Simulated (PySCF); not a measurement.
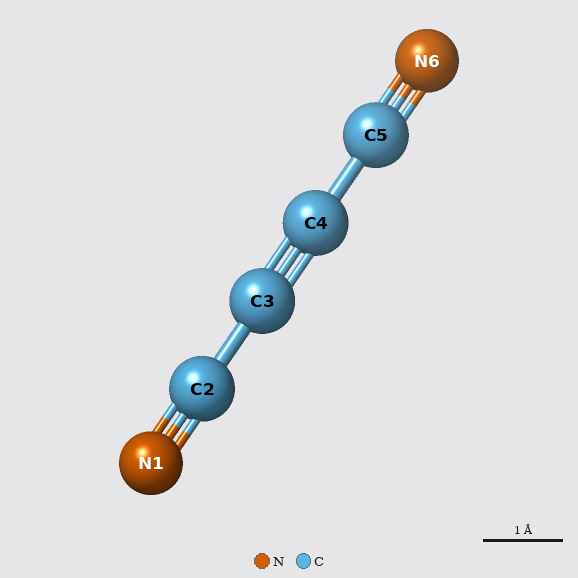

Numbered structure. The geometry was computed by an optimisation with PBE0-D3(BJ)/def2-SVP. No frequency run is at hand to confirm it as a minimum.

Q: What is the geometry at C3?

A: C3 has 2 neighbours (C2 at 1.37, C4 at 1.22 Å); the arrangement is linear.

Q: How are the neighbours of atom 2 arranged?

A: C2 has 2 neighbours (N1 at 1.16, C3 at 1.37 Å); the arrangement is linear.
